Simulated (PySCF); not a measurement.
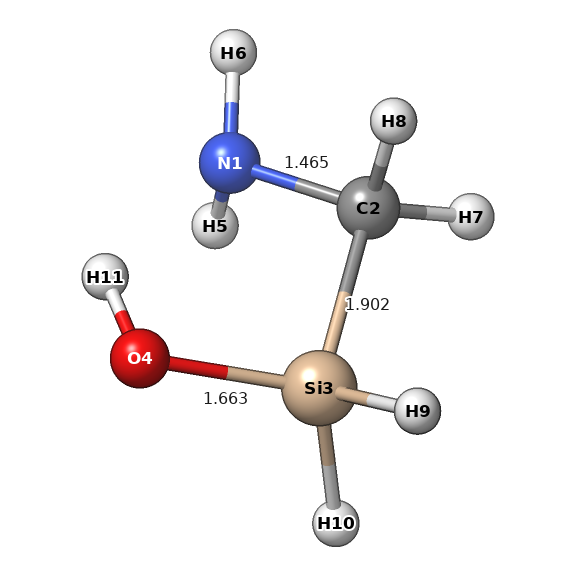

Bond lengths are marked in Å; every bond is drawn as one stick. The computed structure is the end point of a PBE0-D3(BJ)/def2-SVP optimisation. No frequency run is at hand to confirm it as a minimum.

Question: Which of the marked bonds are single, double, triple or aromatic?

Answer: N1–C2 single; C2–Si3 single; Si3–O4 single.

Question: Write the SMILES.

Answer: NC[SiH2]O
